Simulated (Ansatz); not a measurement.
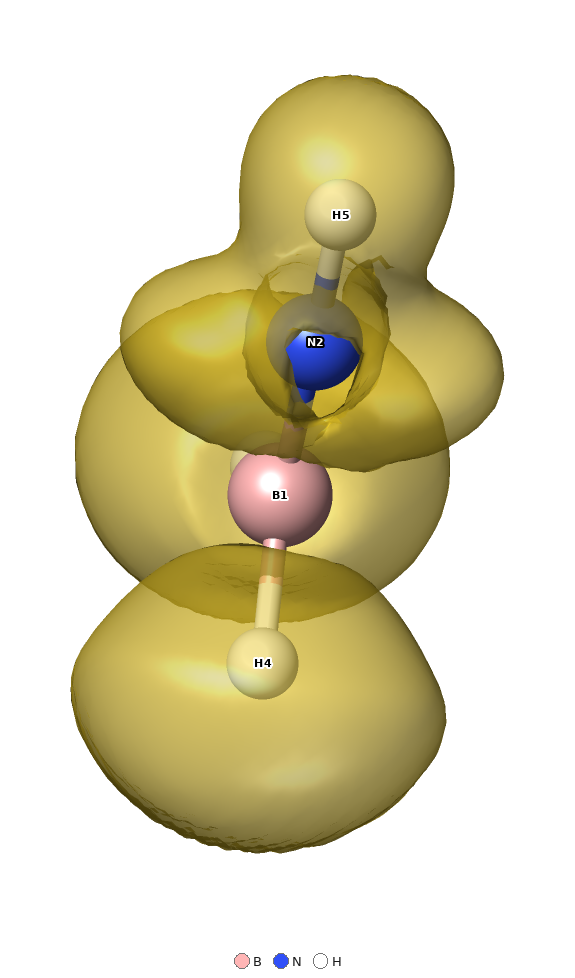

Figure. BH$_{3}$N (doublet). Isosurface of the electron localisation function at 0.75 (yellow), seen at an oblique angle. Core shells and regions of very low density are left out.

All numbers below come from UKS B3LYP/6-31G (Ansatz).

Input file:

```
crystal:
  periodic: [false, false, false]
  atoms:
    - { symbol: B, position_ang: [-0.2411, -0.4189, -0.0968] }
    - { symbol: "N", position_ang: [0.8957, 0.5506, -0.299] }
    - { symbol: H, position_ang: [-0.4351, -0.9945, 0.8756] }
    - { symbol: H, position_ang: [-1.0227, -0.4699, -0.9677] }
    - { symbol: H, position_ang: [0.853, 1.2589, 0.4464] }
magnetization:
  spin_polarized: true
  initial_magnetization: 1
basis:
  gaussian: { orbitals: "6-31G" }
hamiltonian:
  xc: b3lyp
relax:
  f_tol: 0.02
  max_steps: 40
output:
  orbitals: {}
```

Run with:

```sh
ansatz run input.yaml --threads 1 --pin off --max-ram 2048MiB --backend cpu --events-out ev --progress --plain --runs-dir out
```

The fields are those of the relaxed geometry.

Describe the localisation domains.

Answer. The surface consists of two regions around hydrogen nuclei and one joined region spread over several atoms (H, N), in which their bonds and any lone pairs are merged. Profiles from the grid: B–N (1.34 Å): the ELF peaks at about 0.90 between the atoms: a shared but strongly polarised pair. N–H (1.00 Å): the ELF climbs to about 1 towards the hydrogen, as it does in any bond to H: a covalent bond by its length.
